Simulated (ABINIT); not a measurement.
# Quasiparticle gap of CO2 (P4_2/mnm) in ABINIT, part 3 of 3

How does a plane-wave GW calculation on CO2 (P4_2/mnm) run from the first input to the gap?

ABINIT 10.8.3; LDA and many-body steps on it, plane waves. Known limits of the many-body steps: not at the basis limit; coarse k mesh.

So far. Step 3 (Bands along the symmetry lines): The gap is 6.325 eV, as in the run before at this level. Step 4 (Empty states on the mesh, 2×2×2 mesh, 77 bands): On this mesh the gap is 6.325 eV.

### Step 5. Screening, 2×2×2 mesh, 71 bands, screening to 106.1 eV

The RPA dielectric matrix is built and inverted for each q.

This step: RPA screening on LDA, plane waves, norm-conserving pseudopotentials.

Input file run.abi:

```
acell 3*1.0 Angstrom
rprim 
  4.227212790000 0.000000000000 0.000000000000
  0.000000000000 4.227212790000 0.000000000000
  0.000000000000 0.000000000000 4.687771590000
ntypat 2
znucl 6 8
natom 6
typat 1 1 2 2 2 2
xred 
  0.500000000000 0.500000000000 0.500000000000
  0.000000000000 0.000000000000 0.000000000000
  0.304826860000 0.695173140000 0.500000000000
  0.695173140000 0.304826860000 0.500000000000
  0.195173140000 0.195173140000 0.000000000000
  0.804826860000 0.804826860000 0.000000000000
pp_dirpath "pseudos"
pseudos "C.upf, O.upf"
ecut 37
ngkpt 2 2 2
nshiftk 1
shiftk 0 0 0
kptopt 1
chksymbreak 0
istwfk *1
occopt 1
irdwfk 1
optdriver 3
nband 71
ecuteps 3.9
inclvkb 2
awtr 1
symchi 1
indata_prefix "in"
outdata_prefix "out"
tmpdata_prefix "tmp"
```

Run with:

```
> OMP_NUM_THREADS=1 mpirun -n 8 abinit run.abi > log
```

Numbers of over 12 decimals in the logs are rounded to 6 here.

What it wrote:

```text
.Version 10.8.3 of ABINIT. v10.8.2 released Aug 2026.

 Symmetries : space group P4_2/m n m (#136); Bravais tP (primitive tetrag.)
[... echo of the input left out ...]
== DATASET  1 ==================================================================
-   mpi_nproc: 8, omp_nthreads: 1 (-1 if OMP is not activated)

--- !DatasetInfo
iteration_state: {dtset: 1, }
dimensions: {natom: 6, nkpt: 6, mband: 71, nsppol: 1, nspinor: 1, nspden: 1, mpw: 6088, }
cutoff_energies: {ecut:  37.0, pawecutdg:  -1.0, }
electrons: {nelect:   3.20000000E+01, charge:   0.00000000E+00, occopt:   1.00000000E+00, tsmear:   1.00000000E-02, }

 SCREENING: Calculation of the susceptibility and dielectric matrices

 Based on a program developped by R.W. Godby, V. Olevano, G. Onida, and L. Reining.
 Incorporated in ABINIT by V. Olevano, G.-M. Rignanese, and M. Torrent.
.Using double precision arithmetic ; gwpc =  8

[... cell and pseudopotentials left out ...]
--------------------------------------------------------------------------------

 ==== K-mesh for the wavefunctions ====
 Number of points in the irreducible wedge :     6
[... list of points left out ...]
 Together with 16 symmetry operations and time-reversal symmetry
 yields     8 points in the full Brillouin Zone.

 ==== Q-mesh for the screening function ====
 Number of points in the irreducible wedge :     6
[... list of points left out ...]
 Together with 16 symmetry operations and time-reversal symmetry
 yields     8 points in the full Brillouin Zone.

 setmesh: FFT mesh size selected  =    30x   30x   36
          total number of points  =        32400

 vcoul_init : cutoff-mode = AUXILIARY_FUNCTION
 q-points for optical limit:   1
     1)      0.000010    0.000020    0.000030

- screening: taking advantage of time-reversal symmetry
- Maximum band index for partially occupied states nbvw = 16
- Remaining bands to be divided among processors   nbcw = 55
- Number of bands treated by each node ~6

 Number of electrons calculated from density =   32.0000; Expected =   32.0000
 average of density, n =  0.056608
 r_s =    1.6156
 omega_plasma =   22.9506 [eV]

 calculating chi0 at frequencies [eV] :
  1    0.000000E+00    0.000000E+00
  2    0.000000E+00    2.295065E+01

--------------------------------------------------------------------------------
  q-point number  1        q = ( 0.000000, 0.000000, 0.000000) [r.l.u.]
--------------------------------------------------------------------------------
[... chi0 elements left out ...]
 For q-point:  0.000010 0.000020 0.000030
  dielectric constant =   1.8761
  dielectric constant without local fields =   2.2715

  Average fulfillment of the sum rule on Im[epsilon] for q-point    1 :     43.82  [%]
[... wings left out ...]
  q-point number  2        q = ( 0.500000, 0.000000, 0.000000) [r.l.u.]
--------------------------------------------------------------------------------
[... chi0 elements left out ...]
  Average fulfillment of the sum rule on Im[epsilon] for q-point    2 :     53.26  [%]

 [... 4 further q-points ...]
```

Wall time 6.1 s (8 MPI ranks of Arm Neoverse V2, shared host); peak memory 1.4 GiB; 48 s of CPU time.

This step gave:

- ε∞ with local fields, on this mesh, along the program's q direction: 1.876
- the same without local fields: 2.272
- plasma frequency: 22.95 eV
- plane waves in the screening matrix: 211

Local fields lower ε∞ by 17 %. On a Γ-centred mesh this coarse the value itself is usually too large, while a short band sum pulls it down.

### Step 6. Self-energy, 2×2×2 mesh, 71 bands, screening to 106.1 eV

The self-energy is evaluated for the states that the input lists, and the levels follow from it, in one-shot runs by the linearised quasiparticle equation.

This step: G0W0 on LDA, plane waves, norm-conserving pseudopotentials.

run.abi, as its differences from that of step 5:

```diff
@@ -27,8 +27,17 @@
 irdwfk 1
-optdriver 3
+optdriver 4
 nband 71
+gwcalctyp 0
+ecutsigx 37
+symsigma 1
+nkptgw 2
+kptgw 
+  0.5000000000 0.5000000000 0.5000000000
+  0.0000000000 0.0000000000 0.0000000000
+bdgw 
+  15 18
+  15 18
 ecuteps 3.9
-inclvkb 2
-awtr 1
-symchi 1
+irdscr 1
+ppmodel 1
 indata_prefix "in"
```

What it wrote:

```text
.Version 10.8.3 of ABINIT. v10.8.2 released Aug 2026.

 Symmetries : space group P4_2/m n m (#136); Bravais tP (primitive tetrag.)
[... echo of the input left out ...]
== DATASET  1 ==================================================================
-   mpi_nproc: 8, omp_nthreads: 1 (-1 if OMP is not activated)

--- !DatasetInfo
iteration_state: {dtset: 1, }
dimensions: {natom: 6, nkpt: 6, mband: 71, nsppol: 1, nspinor: 1, nspden: 1, mpw: 6088, }
cutoff_energies: {ecut:  37.0, pawecutdg:  -1.0, }
electrons: {nelect:   3.20000000E+01, charge:   0.00000000E+00, occopt:   1.00000000E+00, tsmear:   1.00000000E-02, }

 SIGMA: Calculation of the GW corrections

 Based on a program developped by R.W. Godby, V. Olevano, G. Onida, and L. Reining.
 Incorporated in ABINIT by V. Olevano, G.-M. Rignanese, and M. Torrent.
.Using double precision arithmetic ; gwpc =  8

[... cell and pseudopotentials left out ...]
--------------------------------------------------------------------------------

 ==== K-mesh for the wavefunctions ====
 Number of points in the irreducible wedge :     6
[... list of points left out ...]
 Together with 16 symmetry operations and time-reversal symmetry
 yields     8 points in the full Brillouin Zone.

 ==== Q-mesh for screening function ====
 Number of points in the irreducible wedge :     6
[... list of points left out ...]
 Together with 16 symmetry operations and time-reversal symmetry
 yields     8 points in the full Brillouin Zone.

 vcoul_init : cutoff-mode = AUXILIARY_FUNCTION
 q-points for optical limit:   1
     1)      0.000010    0.000020    0.000030
 setmesh: FFT mesh size selected  =    48x   48x   54
          total number of points  =       124416

 Number of electrons calculated from density =   32.0000; Expected =   32.0000
 average of density, n =  0.056608
 r_s =    1.6156
 omega_plasma =   22.9506 [eV]

 === KS Band Gaps ===
  >>>> For spin  1
   Minimum direct gap =   6.8109 [eV], located at k-point      :   0.0000  0.0000  0.0000
   Fundamental gap    =   6.3247 [eV], Top of valence bands at :   0.5000  0.5000  0.5000
                                       Bottom of conduction at :   0.0000  0.0000  0.0000
 SIGMA fundamental parameters:
 PLASMON POLE MODEL  1
 number of plane-waves for SigmaX                 6085
 number of plane-waves for SigmaC and W            211
 number of plane-waves for wavefunctions          6085
 number of bands                                    71
 number of independent spin polarizations            1
 number of spinorial components                      1
 number of k-points in IBZ                           6
 number of q-points in IBZ                           6
 number of symmetry operations                      16
 number of k-points in BZ                            8
 number of q-points in BZ                            8
 number of frequencies for dSigma/dE                 9
 frequency step for dSigma/dE [eV]                0.25
 number of omega for Sigma on real axis              0
 max omega for Sigma on real axis  [eV]           0.00
 zcut for avoiding poles [eV]                     0.10

 EPSILON^-1 parameters (SCR file):
 dimension of the eps^-1 matrix on file            211
 dimension of the eps^-1 matrix used               211
 number of plane-waves for wavefunctions          6085
 number of bands                                    71
 number of q-points in IBZ                           6
 number of frequencies                               2
 number of real frequencies                          1
 number of imag frequencies                          1

 matrix elements of self-energy operator (all in [eV])

 Perturbative Calculation

--- !SelfEnergy_ee
iteration_state: {dtset: 1, }
kpoint     : [   0.500,    0.500,    0.500, ]
spin       : 1
KS_gap     :    7.549
QP_gap     :   12.681
Delta_QP_KS:    5.132
data: !SigmaeeData |
     Band     E0 <VxcDFT>   SigX SigC(E0)      Z dSigC/dE  Sig(E)    E-E0       E
       15  -3.443 -19.940 -25.029   3.201   0.828  -0.207 -21.504  -1.564  -5.006
       16  -3.443 -19.940 -25.029   3.201   0.828  -0.207 -21.504  -1.564  -5.006
       17   4.107 -15.387  -9.238  -1.992   0.858  -0.165 -11.819   3.569   7.675
       18   4.107 -15.387  -9.238  -1.992   0.858  -0.165 -11.819   3.569   7.675

--- !SelfEnergy_ee
iteration_state: {dtset: 1, }
kpoint     : [   0.000,    0.000,    0.000, ]
spin       : 1
KS_gap     :    6.811
QP_gap     :   10.693
Delta_QP_KS:    3.882
data: !SigmaeeData |
     Band     E0 <VxcDFT>   SigX SigC(E0)      Z dSigC/dE  Sig(E)    E-E0       E
       15  -3.929 -19.297 -24.471   3.205   0.830  -0.205 -20.931  -1.633  -5.562
       16  -3.929 -19.297 -24.471   3.205   0.830  -0.205 -20.931  -1.633  -5.562
       17   2.882 -10.698  -5.594  -2.568   0.887  -0.127  -8.449   2.249   5.131
       18   3.900 -16.175 -10.078  -1.746   0.854  -0.171 -12.460   3.714   7.615

== END DATASET(S) ==============================================================
================================================================================

 -outvars: echo values of variables after computation  --------
           etotal      0.0000000000E+00
            nband          71
             nkpt           6
          spgroup         136
 [... the other variables as echoed above ...]

 Calculation completed.
```

Run time: 2.8 s. Hardware: 8 MPI ranks; peak memory 0.16 GiB; 22 s of CPU time.

Numbers from this step:

```yaml
g0w0_gap_on_the_points_computed: 10.14 eV
starting_gap_on_the_mesh: 6.325 eV
k_of_the_valence_top: 0.5, 0.5, 0.5
k_of_the_conduction_bottom: 0, 0, 0
z_at_the_valence_top: 0.828
z_at_the_conduction_bottom: 0.887
least_direct_g0w0_gap_on_the_computed_points: 10.69 eV
```

The gap on the mesh goes from 6.32 eV to 10.14 eV, a correction of +3.81 eV.

Limits: finite bands, cutoff and mesh; coarse k mesh. v1 is the top filled band, c1 the lowest empty one. Levels before and after the correction, in eV, zero at the valence-band top of each column:

|  | conduction bottom | valence top |
| --- | --- | --- |
| Kohn-Sham | 6.32 | 0.00 |
| G0W0 | 10.14 | 0.00 |

|  | level | energy (eV) |
| --- | --- | --- |
| Kohn-Sham | (0.5 0.5 0.5) v2-v1 | 0.000 |
| Kohn-Sham | (0.5 0.5 0.5) c1-c2 | 7.549 |
| Kohn-Sham | Γ v2-v1 | -0.486 |
| Kohn-Sham | Γ c1 | 6.325 |
| Kohn-Sham | Γ c2 | 7.343 |
| G0W0 | (0.5 0.5 0.5) v2-v1 | 0.000 |
| G0W0 | (0.5 0.5 0.5) c1-c2 | 12.681 |
| G0W0 | Γ v2-v1 | -0.556 |
| G0W0 | Γ c1 | 10.137 |
| G0W0 | Γ c2 | 12.621 |

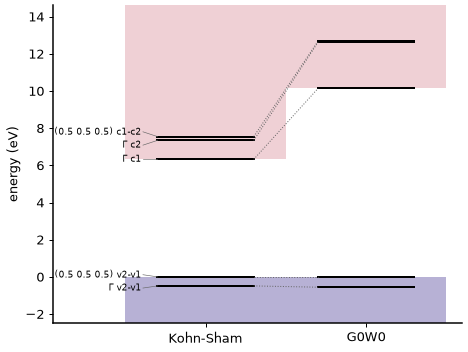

Levels before and after the correction. Shaded: valence and conduction bands.

### Step 7. Where the time went

Times are wall times on 8 MPI ranks of Arm Neoverse V2, shared host, good to a factor of about two.

| step | time | share | memory (GiB) |
| --- | --- | --- | --- |
| ground state | 20 s | 32 % | 0.67 |
| bands along the symmetry lines | 21 s | 34 % | 0.67 |
| empty states on the mesh | 12 s | 20 % | 0.56 |
| screening | 6.1 s | 10 % | 1.4 |
| self-energy | 2.8 s | 4 % | 0.16 |

### Step 8. Results

* LDA gap: 6.32 eV, indirect
* G0W0 gap on the mesh: 10.14 eV
* GW settings: 2×2×2 mesh, 71 bands, screening to 106.1 eV, Godby-Needs plasmon pole
* known limits: not at the basis limit; coarse k mesh

G0W0 moves the gap on the mesh from 6.32 eV to 10.14 eV (+3.81 eV), with Z of 0.83 and 0.89 at the edges. Local fields lower the RPA ε∞ on this mesh from 2.27 to 1.88; a Γ-centred mesh this coarse tends to raise both, most where the direct gap is narrow, while a short band sum lowers them. Only 2 of the mesh's irreducible points were corrected, so a valley elsewhere could overtake. Bands and cutoff are finite, so the gap is not at the basis limit. The miss can reach some tenths of an eV and take either sign; the mesh is an error of its own. In the G0W0 run levels were corrected at 2 k points alone, so a gap called «on the mesh» is the least over those, and an edge elsewhere would be missed. The 2×2×2 mesh is coarse for this cell, which bears on the long-range parts of exchange and screening.

[Paths, hosts, dates, memory and timing lines, banners, echoed tables and standing remarks are left out of the program output.]

[Logs are printed without paths, hosts, clocks, repeated set-up lines and the standing remarks that a program may print on its own settings, such as how far it seeks lower states.]

[Runs of the session that timed out or met a known fault of the program may be left out.]

[Hosts, paths, dates, database ids (printed as entryN), source tags and the programs' standing remarks are cut or masked in the printed files.]

[G0W0 gaps are taken among the corrected bands and points alone; a level outside them can change the order at an edge.]

[Where Ansatz stands beside ABINIT at settings called matched, ABINIT's density can come from a denser mesh and the files from another edition; pairs whose starting gaps differed by over 0.03 eV were left out, so agreement reads better than it is.]
